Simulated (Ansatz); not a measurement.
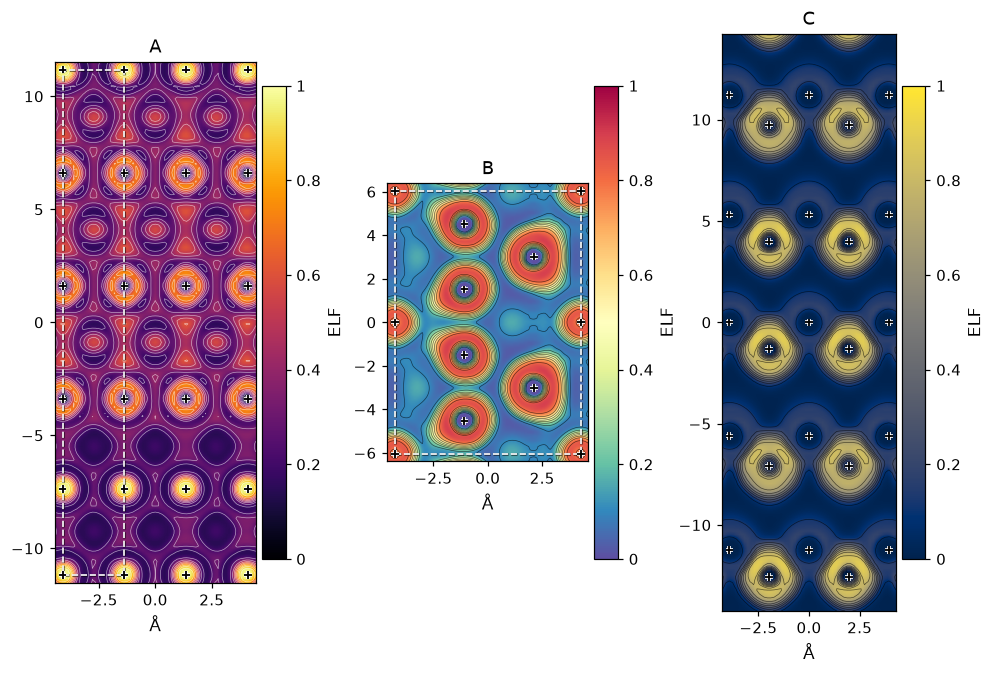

The ELF of 3 systems, each on a plane through atoms (crosses mark nuclei in the plane).

The calculation used DFT PBE, scalar-relativistic, plane waves, PAW (Ansatz).

System 1: HfBr₅, the (011) plane of the conventional cell. Space group F-43m; a structure generated by program, which may or may not match a known phase; computed without spin polarisation.

```yaml
crystal:
  lattice:
    - [8.53960, 0.00000, 0.00000]
    - [0.00000, 0.00000, -8.53960]
    - [0.00000, 8.53960, 0.00000]
  atoms:
    - { symbol: Hf, position: [0.50000, 0.50000, 0.00000] }
    - { symbol: Hf, position: [0.00000, 0.50000, 0.50000] }
    - { symbol: Hf, position: [0.00000, 0.00000, 0.00000] }
    - { symbol: Hf, position: [0.50000, 0.00000, 0.50000] }
    - { symbol: Br, position: [0.12539, 0.62539, 0.12539] }
    - { symbol: Br, position: [0.62539, 0.62539, 0.62539] }
    - { symbol: Br, position: [0.62539, 0.12539, 0.12539] }
    - { symbol: Br, position: [0.12539, 0.12539, 0.62539] }
    - { symbol: Br, position: [0.12539, 0.87461, 0.37461] }
    - { symbol: Br, position: [0.62539, 0.87461, 0.87461] }
    - { symbol: Br, position: [0.62539, 0.37461, 0.37461] }
    - { symbol: Br, position: [0.12539, 0.37461, 0.87461] }
    - { symbol: Br, position: [0.37461, 0.87461, 0.12539] }
    - { symbol: Br, position: [0.87461, 0.87461, 0.62539] }
    - { symbol: Br, position: [0.87461, 0.37461, 0.12539] }
    - { symbol: Br, position: [0.37461, 0.37461, 0.62539] }
    - { symbol: Br, position: [0.37461, 0.62539, 0.37461] }
    - { symbol: Br, position: [0.87461, 0.62539, 0.87461] }
    - { symbol: Br, position: [0.87461, 0.12539, 0.37461] }
    - { symbol: Br, position: [0.37461, 0.12539, 0.87461] }
    - { symbol: Br, position: [0.75000, 0.75000, 0.25000] }
    - { symbol: Br, position: [0.25000, 0.75000, 0.75000] }
    - { symbol: Br, position: [0.25000, 0.25000, 0.25000] }
    - { symbol: Br, position: [0.75000, 0.25000, 0.75000] }
```

System 2: Co₂W₃, the (010) plane of the conventional cell. Space group P-3m1; a structure generated by program, which may or may not match a known phase; spin-polarised.

System 3: Zn₅Se₂S₃, the (010) plane of the conventional cell. Space group I-4m2; a structure generated by program, which may or may not match a known phase.

```
Zn Se S
1.0
     3.93195    0.00000    0.00000
     0.00000    3.93195    0.00000
     0.00000    0.00000   27.77511
Zn Se S
10 4 6
Direct
  0.50000 0.50000 0.20224
  0.00000 0.00000 0.70224
  0.00000 0.00000 0.29776
  0.50000 0.50000 0.79776
  0.50000 0.50000 0.39348
  0.00000 0.00000 0.89348
  0.50000 0.50000 0.00000
  0.00000 0.00000 0.50000
  0.00000 0.00000 0.10652
  0.50000 0.50000 0.60652
  0.50000 0.00000 0.44678
  0.00000 0.50000 0.94678
  0.50000 0.00000 0.05322
  0.00000 0.50000 0.55322
  0.50000 0.00000 0.25000
  0.00000 0.50000 0.75000
  0.00000 0.50000 0.34562
  0.50000 0.00000 0.84562
  0.00000 0.50000 0.15438
  0.50000 0.00000 0.65438
```

Question: Which map belongs to which system?

Answer: Panel A is system 2, Co₂W₃: the plane holds Co and W. W–W (2.73 Å): the ELF is about 0.35 at the midpoint. Panel B is system 1, HfBr₅: the plane holds Hf and Br. Hf–Br (3.54 Å): the ELF is about 0.25 at the midpoint and 0.10 at its lowest between the atoms; no shared electron pair shows on this line. Panel C is system 3, Zn₅Se₂S₃: the plane holds Zn, Se and S. Zn–S (2.37 Å): the ELF peaks at about 0.90 in the valence shell of S, 0.8 Å from its nucleus, and is about 0.55 at the midpoint.
